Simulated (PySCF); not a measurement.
Vertical excitations of a molecule C4H7Cl from TDDFT-PBE/def2-SVPD run with PySCF 2.14.0, as energy in eV (oscillator strength): 5.67 (0.001), 5.89 (0.004), 6.17 (0.280), 6.44 (0.000), 6.63 (0.002), 6.85 (0.000), 7.20 (0.004), 7.41 (0.016), 7.59 (0.005), 7.66 (0.025). Lowest triplet (TDA): 4.11 eV. Geometry optimised at B3LYP-D3(BJ)/def2-SVP. One conformer was computed; it need not be the lowest.

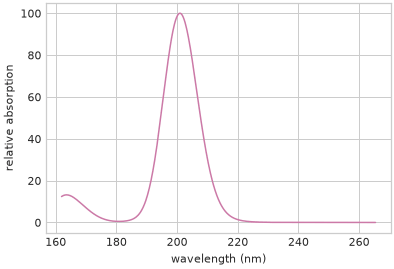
Fig. 1. The lines broadened by 0.4 eV.

Q: Identify the compound among the candidates.
A. C=C(Cl)CC
B. C/C=C(\C)Cl
C. C[C@@H]1C[C@H]1Cl
D. CC/C=C\Cl

A: B, C/C=C(\C)Cl
